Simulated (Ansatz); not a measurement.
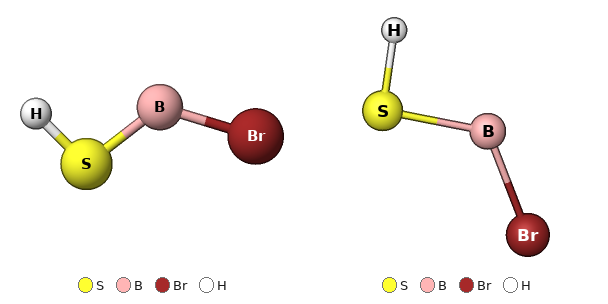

Both panels show the same species.

State: neutral, doublet. Computed geometry: PBE0-D4/def2-TZVP optimisation.

> What is the molecular formula?

BBrHS, 4 atoms: 1 boron, 1 bromine, 1 hydrogen and 1 sulfur.

> How many bonds of each kind are drawn?

1 B–S, 1 B–Br, 1 S–H.

The parts below concern this one geometry. Atoms keep their numbers from picture to picture.

### Geometry

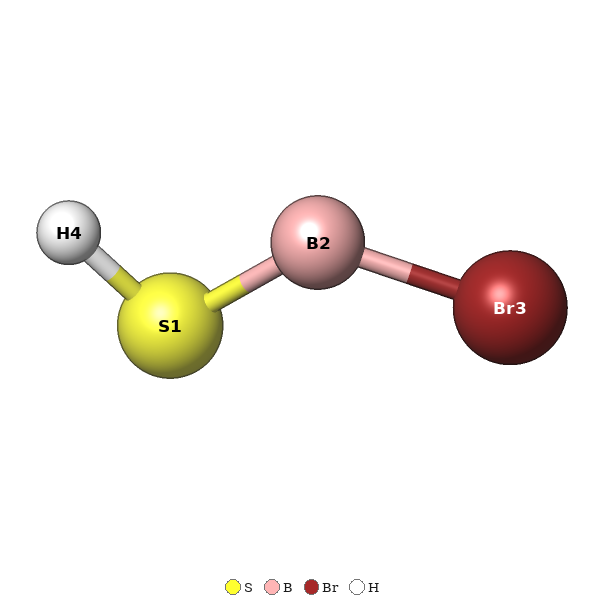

Numbered structure.

> How are the neighbours of atom 2 arranged?

B2 has 2 neighbours (S1 at 1.76, Br3 at 1.88 Å); the arrangement is bent.

> How are the neighbours of atom 1 arranged?

S1 has 2 neighbours (B2 at 1.76, H4 at 1.35 Å); the arrangement is bent.

### Thermal motion

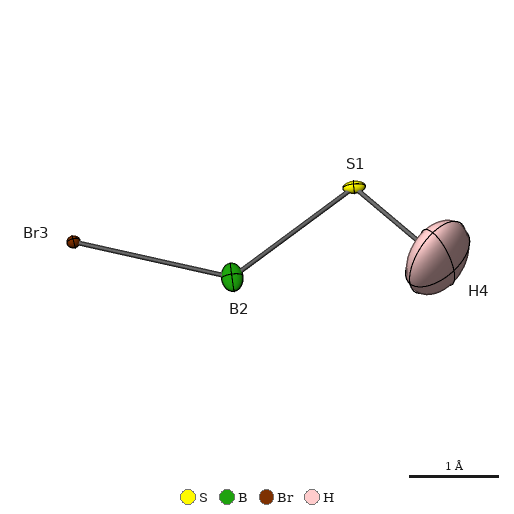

Displacement ellipsoids at the 50 % level, enlarged 2 times, from the internal vibrations of the free molecule (harmonic, no overall translation or rotation; no half-axis is drawn under 0.075 Å). Vibrations computed with UKS PBE0-D4/def2-TZVP (Ansatz 0.2.0). Temperature: 100 K.

> Which atom moves most?

H4, with U_eq = 0.0208 Å².

> Does H4 move more along its bond or across it?

Across it: the root-mean-square amplitude is 0.083 Å along the bond and up to 0.186 Å across, since bending and torsion are softer than stretching.

Give the displacement parameters, one line for each set of equivalent atoms.

```tsv
atom	U_eq (Å²)	rms amplitudes (Å)
S1	0.00060	0.003, 0.010, 0.041
B2	0.0018	0.023, 0.039, 0.059
Br3	0.00011	0.002, 0.004, 0.018
H4	0.0208	0.082, 0.145, 0.186
```

### Electronic properties

Level of theory: UKS B3LYP-D4/def2-TZVPP (Ansatz 0.2.0).

Computed properties:

- dipole moment: 1.12 D
- HOMO energy (Kohn–Sham orbital): −5.81 eV
- ⟨S²⟩ of the determinant: 0.754

### Charges

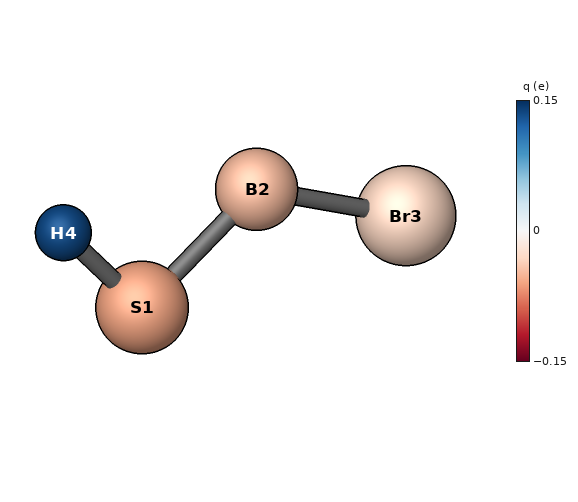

Atoms are coloured by their Mulliken charges. Level of theory: UKS ωB97M-V/def2-TZVPP (Ansatz 0.2.0).

Give the Mulliken charges atom by atom.

```csv
atom,value (e)
S1,−0.06
B2,−0.05
Br3,−0.03
H4,0.14
```

Mulliken values depend strongly on the basis set and can even reverse the polarity of a bond.
